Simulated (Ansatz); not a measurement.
## Electronic structure of H$_{5}$NSSi···HBr in real space

The calculation's input:

```
crystal:
  periodic: [false, false, false]
  atoms:
    - { symbol: Si, position_ang: [-0.086236, -0.370489, -0.11493] }
    - { symbol: S, position_ang: [1.073274, 0.865945, 1.23687] }
    - { symbol: H, position_ang: [-1.21573, 0.464054, -0.598498] }
    - { symbol: H, position_ang: [0.913161, -0.743052, -1.144372] }
    - { symbol: "N", position_ang: [-0.737649, -1.838042, 0.501795] }
    - { symbol: H, position_ang: [1.092629, 2.203909, -1.054249] }
    - { symbol: Br, position_ang: [0.566215, 2.334112, -2.427891] }
    - { symbol: H, position_ang: [0.014547, 1.530004, 1.750475] }
    - { symbol: H, position_ang: [-1.49542, -1.819786, 1.17378] }
    - { symbol: H, position_ang: [-0.12479, -2.626653, 0.67702] }
basis:
  gaussian: { orbitals: def2-SVP }
hamiltonian:
  xc: pbe0
relax:
  f_tol: 0.03
  max_steps: 50
output:
  orbitals: {}
```

Launched as:

```sh
ansatz run input.yaml --threads 2 --pin off --max-ram 3072MiB --backend cpu --events-out ev --progress --plain --runs-dir out
```

The fields are those of the relaxed geometry.

All numbers below come from RKS PBE0/def2-SVP (Ansatz).

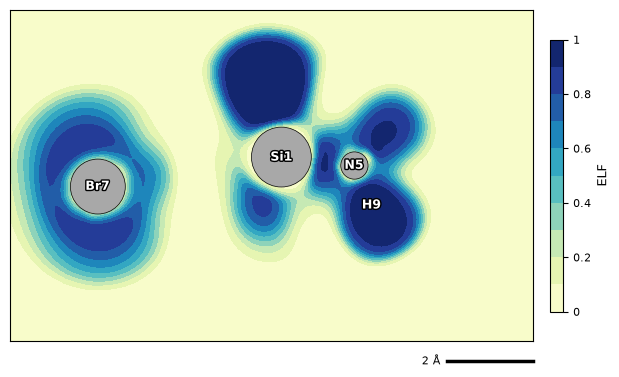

Figure 1. Electron localisation function on the plane of atoms Si1, N5 and H9. Grey discs cover the atomic cores.

**What does the map show?**

The plane passes through Si, N, Br and H nuclei.
Si–N (1.72 Å): the ELF peaks at about 0.90 between the atoms, as expected for a shared but strongly polarised pair.
N–H (1.01 Å): the ELF climbs to about 1 towards the hydrogen, as it does in any bond to H; a covalent bond by its length.
The ELF also peaks beside Br7, away from the bonds: lone-pair regions.

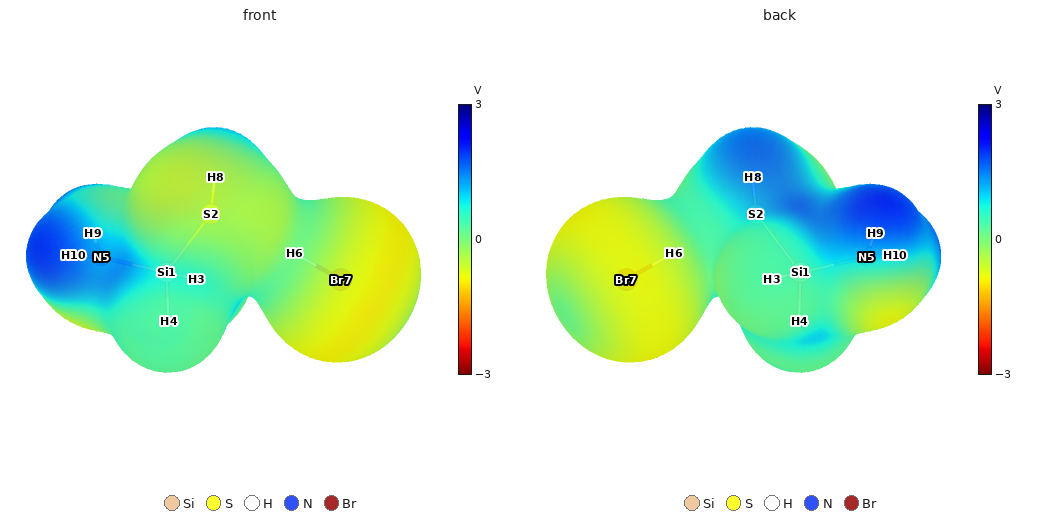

Figure 2. The molecular electrostatic potential painted on the density surface at 0.002 e/bohr³, seen from the front and from behind; the colour scale runs from red (negative) to blue (positive).

**Which sites attract a positive test charge, and which a negative one?**

A positive charge is drawn to the negative regions and a negative charge to the positive ones. The most negative region (about −0.9 V) lies over Br7, the most positive (about +2.0 V) over H9 and H10. Br7 shows a σ-hole: about +0.2 V at the tip opposite its bond, against about −0.9 V on its flanks.

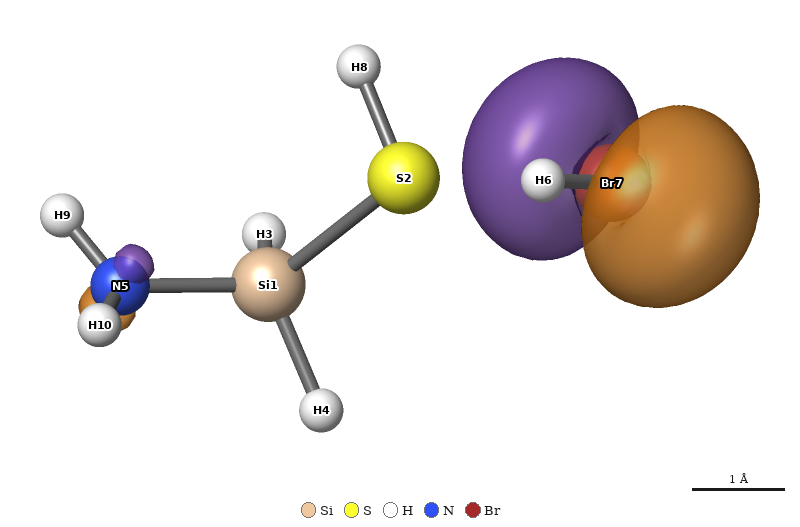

Figure 3. The HOMO−1 at ±0.15 Å⁻³ᐟ² (orange and purple are the two phases), seen at a tilt.

**What is the character of this orbital?**

Its weight (Hirshfeld) is mainly on Br7 (about 90 %); largely a lone pair of Br7. Its energy is −7.89 eV.
